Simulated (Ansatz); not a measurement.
# AlH3 (SMILES [H][Al]([H])[H]): levels of theory compared

Wanted: a comparison of 6 runs (UPBE0/3-21G, revPBE/3-21G, r2SCAN/6-31G*, CCSDT/3-21G, CCSD/3-21G, FCI/3-21G) of AlH3. 

Program for the calculation: Ansatz 0.2.0.

61 further runs of the same task are left out: 2 that didn't finish, 59 set aside as unsound or not needed.

### Step 1. The molecule

The species is AlH3 (4 atoms), meant as a singlet with charge 0. SMILES: `[H][Al]([H])[H]`. The H2–Al1 distance was set to 1.941 Å, away from the relaxed value.

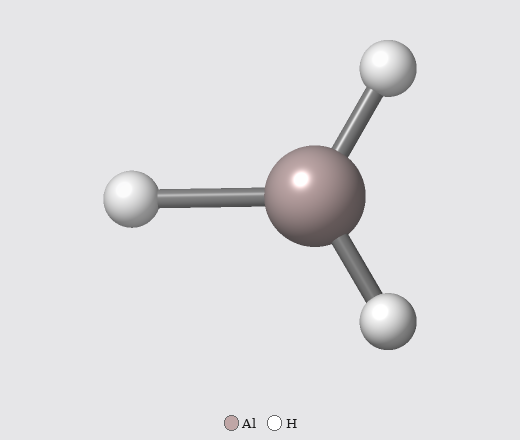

The structure, seen from a chosen angle (aluminium light grey, hydrogen white).

### Step 2. A single-point energy at UPBE0/3-21G (run 1)

Contents of run.yaml:

```yaml
crystal:
  periodic: [false, false, false]
  atoms:
    - {symbol: Al, position_ang: [-0.388190, 0.007605, -0.003628]}
    - {symbol: H, position_ang: [1.552650, -0.030520, 0.014610]}
    - {symbol: H, position_ang: [-1.137990, 1.367465, -0.022768]}
    - {symbol: H, position_ang: [-1.191010, -1.321675, 0.000832]}
basis:
  gaussian:
    orbitals: 3-21G.json
magnetization:
  spin_polarized: true
hamiltonian:
  xc: {name: PBE0}
accuracy: high
```

The basis set 3-21G is read from a file made from the Basis Set Exchange's data (not shown).

The run is started by

```bash
ansatz run run.yaml --threads 1 --pin off --max-ram 2610MiB --events-out events.jsonl --progress --plain --runs-dir runs
```

Output:

```text
Warning: RAYON_NUM_THREADS=1 ignored (pool sized by the plan → 1); use --threads N
Functional definition: PBE0
  name "PBE0"
  parameter a = 0.25
  parameter kappa = 0.804
  parameter beta = 0.06672455060314922
  exchange = (1 - a)*pbe_x(kappa = kappa, mu = beta*pi^2/3) + a*exact_x
  correlation = pbe_c(beta = beta)
373 factors; integrals over basis functions are off by at most 2.3e-9 eV
mean field evaluation 1: about -6603.8066 eV, gradient 5.4e0 eV
mean field evaluation 2: about -6604.0200 eV, gradient 2.2e0 eV
mean field evaluation 4: about -6604.0648 eV, gradient 3.3e-1 eV
mean field evaluation 8: about -6604.0618 eV, gradient 7.1e-3 eV
mean field evaluation 16: about -6604.0618 eV, gradient 1.9e-8 eV
mean field -6604.06181343 eV, -242.6947952496 hartree, gradient 1.9e-8 eV, S^2 0.000000; 0 other end points of the search recorded, 0 dependent functions left out
reference -6604.06181605 eV, -242.6947953458 hartree; 8, 8 occupied and 11, 11 virtual orbitals, 373 factors
Total energy: -6604.06181605 eV, -242.6947953458 hartree
```

Wall time 0.99 s (1 thread of Arm Neoverse V2, shared host); peak memory 0.11 GiB.

### Step 3. The energy at revPBE/3-21G (run 2)

Contents of molecule.yaml:

```yaml
crystal:
  periodic: [false, false, false]
  atoms:
    - symbol: Al
      position_ang: [-0.388190, 0.007605, -0.003628]
    - symbol: H
      position_ang: [1.552650, -0.030520, 0.014610]
    - symbol: H
      position_ang: [-1.137990, 1.367465, -0.022768]
    - symbol: H
      position_ang: [-1.191010, -1.321675, 0.000832]
basis:
  gaussian:
    orbitals: 3-21G.json
hamiltonian:
  xc: {name: revPBE}
accuracy: high
```

The basis set 3-21G is read from a file made from the Basis Set Exchange's data (not shown).

The run is started by

```bash
ansatz run molecule.yaml --threads 1 --pin off --max-ram 2610MiB --events-out events.jsonl --progress --plain --runs-dir runs
```

Output:

```text
Warning: RAYON_NUM_THREADS=1 ignored (pool sized by the plan → 1); use --threads N
Functional definition: revPBE
  name "revPBE"
  parameter kappa = 1.245
  parameter beta = 0.06672455060314922
  exchange = pbe_x(kappa = kappa, mu = beta*pi^2/3)
  correlation = pbe_c(beta = beta)
373 factors; integrals over basis functions are off by at most 2.3e-9 eV
mean field evaluation 1: about -6605.2457 eV, gradient 1.2e1 eV
mean field evaluation 2: about -6605.5699 eV, gradient 7.9e0 eV
mean field evaluation 4: about -6605.8871 eV, gradient 3.2e-1 eV
mean field evaluation 8: about -6605.8814 eV, gradient 1.4e-3 eV
mean field evaluation 16: about -6605.8814 eV, gradient 6.4e-9 eV
mean field -6605.88139288 eV, -242.7616635611 hartree, gradient 6.3e-9 eV, S^2 0.000000; 0 other end points of the search recorded, 0 dependent functions left out
reference -6605.88139720 eV, -242.7616637199 hartree; 8, 8 occupied and 11, 11 virtual orbitals, 373 factors
Total energy: -6605.88139720 eV, -242.7616637199 hartree
```

It took 0.58 s on 1 thread of Arm Neoverse V2, shared host.

Runs 3 to 5 aren't shown in full; the table further down has their settings and results.

### Step 4. The energy at FCI/3-21G (run 6)

Contents of input.yaml:

```yaml
crystal:
  periodic: [false, false, false]
  atoms:
    - symbol: Al
      position_ang: [-0.388190, 0.007605, -0.003628]
    - symbol: H
      position_ang: [1.552650, -0.030520, 0.014610]
    - symbol: H
      position_ang: [-1.137990, 1.367465, -0.022768]
    - symbol: H
      position_ang: [-1.191010, -1.321675, 0.000832]
basis:
  gaussian: {orbitals: 3-21G.json}
correlation: {method: fci, frozen_orbitals: {Al: 5, H: 0}}
accuracy: high
```

The basis set 3-21G is read from a file made from the Basis Set Exchange's data (not shown).

The run is started by

```bash
ansatz run input.yaml --threads 1 --pin off --max-ram 2610MiB --events-out events.jsonl --progress --plain --runs-dir runs
```

Output:

```text
Warning: RAYON_NUM_THREADS=1 ignored (pool sized by the plan → 1); use --threads N
Functional definition: HF
  name "HF"
  exchange = exact_x
  correlation = 0
373 factors; integrals over basis functions are off by at most 2.3e-9 eV
mean field evaluation 1: about -6592.0049 eV, gradient 6.6e0 eV
mean field evaluation 2: about -6592.0061 eV, gradient 6.6e0 eV
mean field evaluation 4: about -6592.3070 eV, gradient 2.2e-1 eV
mean field evaluation 8: about -6592.3075 eV, gradient 2.0e-4 eV
mean field -6592.30753167 eV, -242.2628333622 hartree, gradient 3.0e-8 eV, S^2 0.000000; 0 other end points of the search recorded, 0 dependent functions left out
5 core orbitals not correlated: weight in the atoms' cores, before any rotation towards them, 1.000 or more for the frozen orbitals, at most 0.000 for the correlated occupied ones
reference -6592.30753167 eV, -242.2628333622 hartree; 3, 3 occupied and 11, 11 virtual orbitals, 373 factors
state -6594.06008666 eV, -242.3272385701 hartree
Total energy: -6594.06008666 eV, -242.3272385701 hartree
```

It took 0.38 s on 1 thread of Arm Neoverse V2, shared host.

### Step 5. The series

```csv
run,level,frozen core orbitals,energy (Eh),wall time
1,UPBE0/3-21G,–,-242.694795,0.99 s
2,revPBE/3-21G,–,-242.761664,0.58 s
3,r2SCAN/6-31G* (spherical functions),–,-244.120547,1.7 s
4,CCSDT/3-21G,5,-242.327192,0.16 s
5,CCSD/3-21G,5,-242.326057,0.12 s
6,FCI/3-21G,5,-242.327239,0.38 s
```

### Step 6. Outcome

| quantity | value |
| --- | --- |
| run 6: total energy | -242.32724 Eh |
| run 6: correlation energy (5 core orbitals frozen) | -64.4 mEh |

Against full CI in this basis: CCSDT +0.0 mEh; CCSD +1.2 mEh. Totals of different functionals can't be ranked against each other. All runs together took 3.9 s, the longest 1.7 s.
